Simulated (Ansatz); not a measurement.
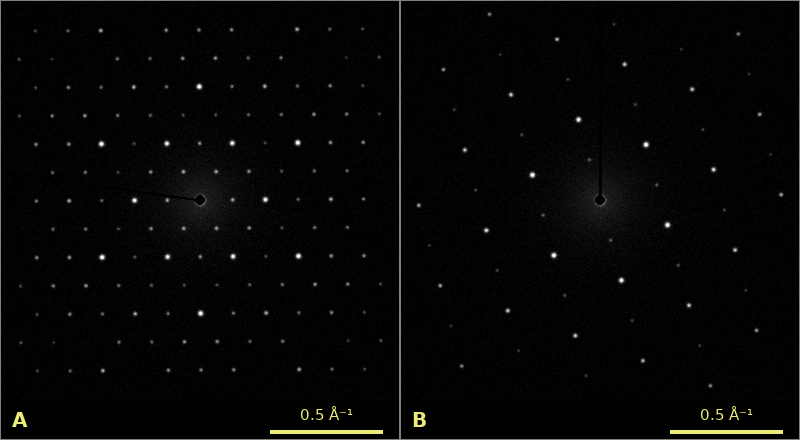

Kinematic electron diffraction patterns (200 kV, B = 0.5 Å², same scale, each along a low-index zone) of two structures of composition K3Ru, each relaxed at zero pressure with Ansatz 0.2.0, DFT PBE, scalar-relativistic, plane waves, PAW.

The structures (standard cells):
1. P6_3/mmc (No. 194), a = 7.841 Å, c = 5.831 Å (hexagonal axes), 8 atoms; generated start, possibly hypothetical
2. Pm-3m (No. 221), a = 5.344 Å, 4 atoms; generated start, possibly hypothetical

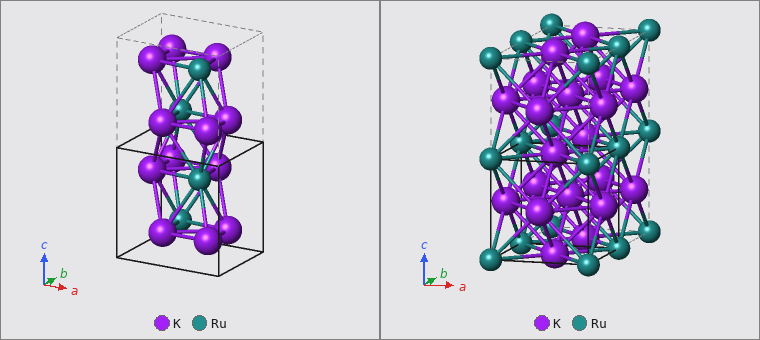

Drawings of the structures 1 to 2, from left to right (each may span several cells).

### Which pattern belongs to which structure, and along which zone?

A is structure 1 along [001]: hexagonal net of 1 -1 0 at d = 6.79 Å and 1 0 0 at d = 6.79 Å, 60.0° apart (some points of this net are extinct or too weak to see). B is structure 2 along [110] or an equivalent direction: rectangular net of 0 0 1 (weak) at d = 5.34 Å and 1 -1 0 (weak) at d = 3.78 Å, 90.0° apart (some points of this net are extinct or too weak to see).

### Which structure lies lowest at this level of theory, and by how much?

Structure 1 (P6_3/mmc, 38.81 Å³ an atom) is the lowest of these; structure 2 (Pm-3m, 38.16 Å³ an atom) lies about 49 meV an atom higher. These are static energies at 0 K; other structures, not shown, may lie lower still.
